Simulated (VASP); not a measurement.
Band structure of SrO (rock salt). Level of theory: modified Becke-Johnson potential (mBJ), VASP's PBE PAW potentials (set 64) (plane waves; VASP 6.6.1).

mBJ is a potential without an energy functional, so only the levels count.

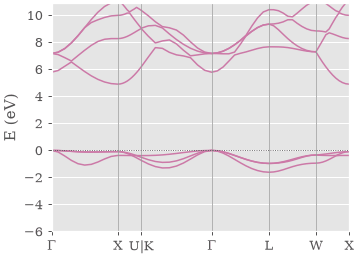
Figure. Bands along high-symmetry lines, zero at the valence-band maximum or, without a gap, the Fermi level

**Question.** Read the plot: is there a gap, and where are the band edges?

**Answer.** The gap is indirect, 4.90 eV, from the valence maximum at Γ to the conduction minimum at X.

The compound is SrO in the rock salt structure. It was relaxed first. The cell's shape comes from a PBE relaxation.
